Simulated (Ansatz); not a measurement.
# GeH2S: one change and its effect

System: GeH2S, SMILES [SH][GeH].
Method of the first run: RKS SPW92/def2-TZVPP (Ansatz 0.2.0).

The geometry comes from this level: PBE0-D4/def2-TZVP. Text and figures count atoms from 1; the logs count them from 0 in places.

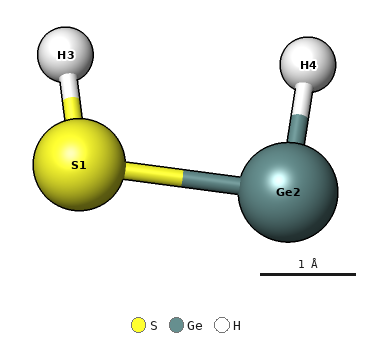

Fig. 1: The structure (ball-and-stick view, seen at a tilt; atoms are numbered from 1 in the order of the input). Sticks mark near contacts. Bond lengths as drawn: Ge–H 1.59 Å, Ge–S 2.23 Å and H–S 1.34 Å.

Input file, the first run:
```yaml
crystal:
  periodic: [false, false, false]
  atoms:
    - {symbol: S, position_ang: [-0.443273, -1.201847, 0.271669]}
    - {symbol: Ge, position_ang: [-0.841670, 0.737867, -0.743626]}
    - {symbol: H, position_ang: [0.779209, -0.962093, 0.771177]}
    - {symbol: H, position_ang: [0.561234, 1.365874, -0.319420]}
basis:
  gaussian: {orbitals: def2-TZVPP}
hamiltonian: {xc: lda}
output: {orbitals: {seedname: orbitals}}
```

Hardware: 2 CPU threads, shared host.

Output (the first run):
```
Functional definition: SPW92
  exchange = slater_x
  correlation = pw_c
760 factors; their error is unknown
mean field evaluation 1: about -67261.2796 eV, gradient 3.0e1 eV
mean field evaluation 2: about -67253.9215 eV, gradient 6.1e1 eV
mean field evaluation 4: about -67262.8353 eV, gradient 3.2e0 eV
mean field evaluation 8: about -67262.8470 eV, gradient 1.1e-1 eV
mean field -67262.84706316 eV, -2471.8640371760 hartree, gradient 9.0e-5 eV, S^2 0.000000; 0 other end points of the search recorded, 0 dependent functions left out
reference -67262.84708860 eV, -2471.8640381107 hartree; 25, 25 occupied and 93, 93 virtual orbitals, 760 factors
Total energy: -67262.84708860 eV, -2471.8640381107 hartree
```

The second run used a changed input.

The two runs side by side:

```csv
quantity,the first run,the second run
outcome,converged,converged
total energy (hartree),−2471.864038,−2474.532956
HOMO (eV),−6.16,−9.45
LUMO (eV),−3.57,0.49
basis functions,118,118
wall time (shared host),0.55 s,6 s
```

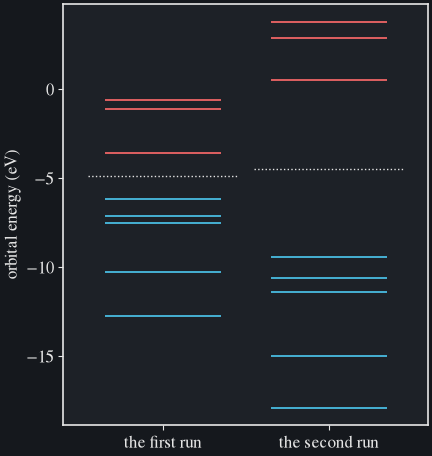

Fig. 2: The five highest filled and three lowest empty orbital energies of the two runs; the dotted lines part filled from empty levels. The HOMO–LUMO gap is 2.59 eV in the first run and 9.94 eV in the second run.

Which change of the input explains these differences?

The change (lines with − go, lines with + come):
```diff
-hamiltonian: {xc: lda}
+correlation: {method: ccsd_t}
```

The total energies belong to different methods, so their difference says nothing on which is more stable or more accurate. The HOMO goes from −6.16 to −9.45 eV. The LUMO goes from −3.57 to 0.49 eV.

Output (the second run):
```
Functional definition: HF
  exchange = exact_x
  correlation = 0
713 factors; integrals over basis functions are off by at most 9.0e-4 eV
mean field evaluation 1: about -67322.1602 eV, gradient 1.3e1 eV
mean field evaluation 2: about -67322.2513 eV, gradient 1.3e1 eV
mean field evaluation 4: about -67323.0202 eV, gradient 2.2e0 eV
mean field evaluation 8: about -67323.0464 eV, gradient 2.3e-1 eV
mean field evaluation 16: about -67322.1606 eV, gradient 1.3e1 eV
mean field -67323.04690790 eV, -2474.0763406652 hartree, gradient 3.3e-6 eV, S^2 0.000000; 0 other end points of the search recorded, 0 dependent functions left out
14 core orbitals not correlated: weight in the atoms' cores, before any rotation towards them, 1.000 or more for the frozen orbitals, at most 0.000 for the correlated occupied ones
reference -67323.04690790 eV, -2474.0763406652 hartree; 11, 11 occupied and 93, 93 virtual orbitals, 713 factors
second order -11.20393197 eV of doubles, -0.00000000 eV of singles
cycle   1  -11.45576800 eV  change   -2.5e-1 eV  update   9.0e-2
cycle   2  -11.85827252 eV  change   -4.0e-1 eV  update   2.9e-2
cycle   3  -11.91429227 eV  change   -5.6e-2 eV  update   1.6e-2
cycle   4  -11.90328061 eV  change    1.1e-2 eV  update   5.1e-3
cycle   5  -11.90400639 eV  change   -7.3e-4 eV  update   2.7e-3
cycle   6  -11.90336644 eV  change    6.4e-4 eV  update   9.7e-4
cycle   7  -11.90338026 eV  change   -1.4e-5 eV  update   3.7e-4
cycle   8  -11.90346973 eV  change   -8.9e-5 eV  update   1.2e-4
cycle   9  -11.90345354 eV  change    1.6e-5 eV  update   3.9e-5
cycle  10  -11.90344052 eV  change    1.3e-5 eV  update   1.3e-5
perturbative correction -0.52168541 eV, -0.0191715852 hartree
Total energy: -67335.47203383 eV, -2474.5329556212 hartree
```
